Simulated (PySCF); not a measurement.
C7H5NSi (SMILES C#CC#C/C([SiH3])=C/C#N)

```xyz
14

C     4.5067   -0.2679   -0.4699
C     3.3036   -0.2272   -0.3887
C     1.9547   -0.1933   -0.2989
C     0.7415   -0.1948   -0.2233
C    -0.6468   -0.1412   -0.1276
Si   -1.4670    1.5525    0.1945
C    -1.3807   -1.2691   -0.2606
C    -2.7771   -1.2625   -0.1708
N    -3.9243   -1.2714   -0.0991
H     5.5521   -0.3012   -0.5402
H    -2.1999    1.4484    1.4544
H    -0.3867    2.5341    0.2823
H    -2.3517    1.8291   -0.9352
H    -0.9250   -2.2360   -0.4441
```

Geometry: GFN2-xTB.

Level of theory: CAM-B3LYP/def2-SVPD, SCF density, gas phase in PySCF.

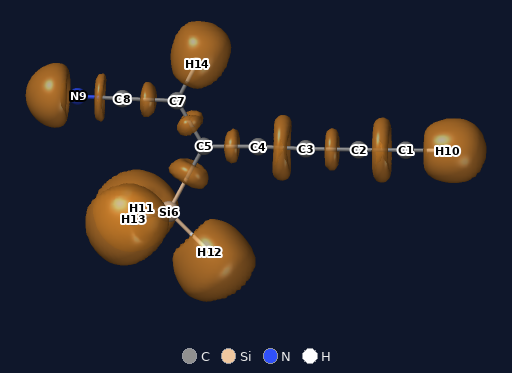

Figure 1. Isosurface of the electron localisation function at 0.85 (orange), seen at an oblique angle. Core shells and regions of very low density are left out.

### Identify the bonds, lone pairs and shells in this picture.

At this value the surface marks out six regions between bonded C–C atoms (shared pairs), one region between bonded C–N atoms (shared pairs), one region between bonded C–Si atoms (shared pairs), five regions around hydrogen nuclei and one lobe on N, pointing away from the bonds (lone pairs). Along the contacts the grid gives the following. C–N (1.15 Å): the ELF peaks at about 0.90 between the atoms: a short, multiple covalent bond. C–C (1.21 Å): the ELF peaks at about 0.85 between the atoms (a multiple bond).

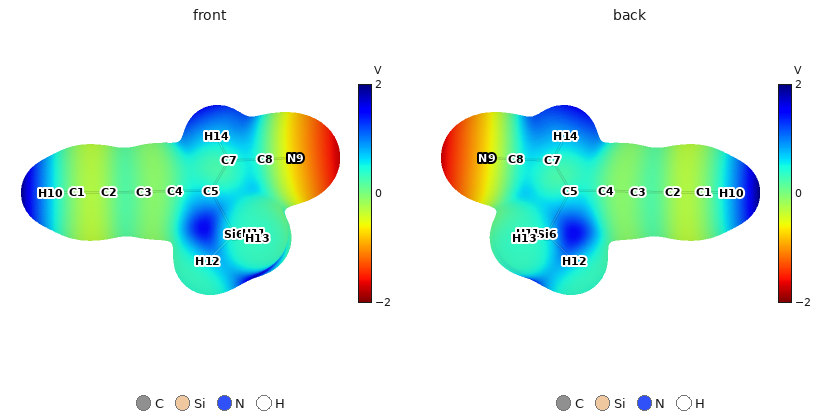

Figure 2. The electrostatic potential painted on the density surface at 0.002 e/bohr³, seen from the front and from behind; the colour scale runs from red (negative) to blue (positive).

### Where is the surface potential most negative and most positive?

The most negative region (about −1.7 V) lies over N9, the most positive (about +1.9 V) over H10. N9 is the likeliest acceptor of a hydrogen bond.

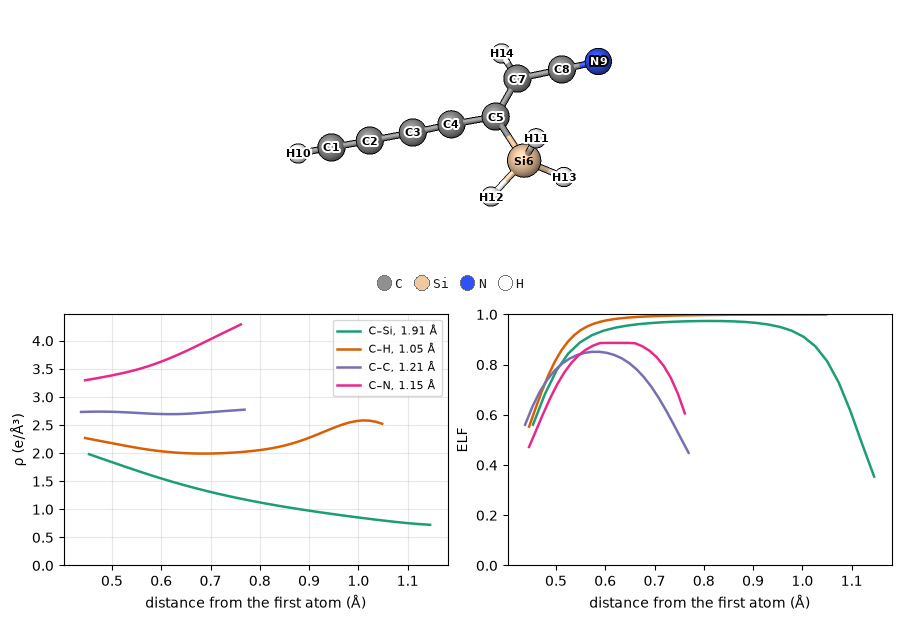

Figure 3. Total electron density and electron localisation function along straight lines between neighbouring atoms. The curves leave out the atomic cores. The structure is drawn too.

### Compare the contacts.

C–Si (1.91 Å): the density is about 0.91 e/Å³ at the midpoint; the ELF peaks at about 1 between the atoms: localised, covalent bonding.
C–H (1.05 Å): ρ at the midpoint is about 2.1 e/Å³; the ELF climbs to about 1 towards the hydrogen, as it does in any bond to H; a covalent bond by its length.
C–C (1.21 Å): ρ at the midpoint is about 2.7 e/Å³; the ELF peaks at about 0.85 between the atoms (a multiple bond).
C–N (1.15 Å): the density is about 3.6 e/Å³ at the midpoint; the ELF peaks at about 0.90 between the atoms; a multiple bond.
